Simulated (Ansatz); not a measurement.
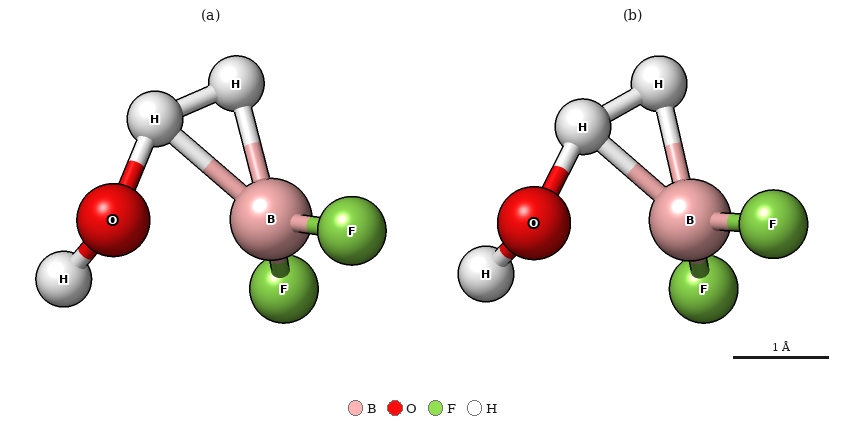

The structure of BH3OF2 before (left) and after (right) a constrained relaxation, at one scale.

A ball-and-stick model, seen face on.

The reaction that was planned forms B1–H6, O2–H5 and breaks B1–O2, H5–H6 (atoms numbered from 1 in input order).

Level of theory: RKS PBE0-D4/def2-SVP (Ansatz 0.2.0). (held fixed: the distance between atoms 1 (B) and 6 (H), the distance between atoms 2 (O) and 5 (H), the distance between atoms 1 (B) and 2 (O), the distance between atoms 5 (H) and 6 (H), counting from 1; force threshold 0.08 eV/Å; at most 120 steps)

> Summarise the run.

The optimiser took 4 steps. The largest move after the best rigid fit is that of an H atom, 0.11 Å. Largest moves by element: H 0.11 Å, F 0.07 Å, O 0.06 Å, B 0.03 Å. Some distances before and after: B–H 1.616 → 1.496 Å, B–F 1.319 → 1.325 Å, H–O 0.961 → 0.967 Å. Among the angles between lasting bonds that change: H–O–H 119.3° → 110.5°.
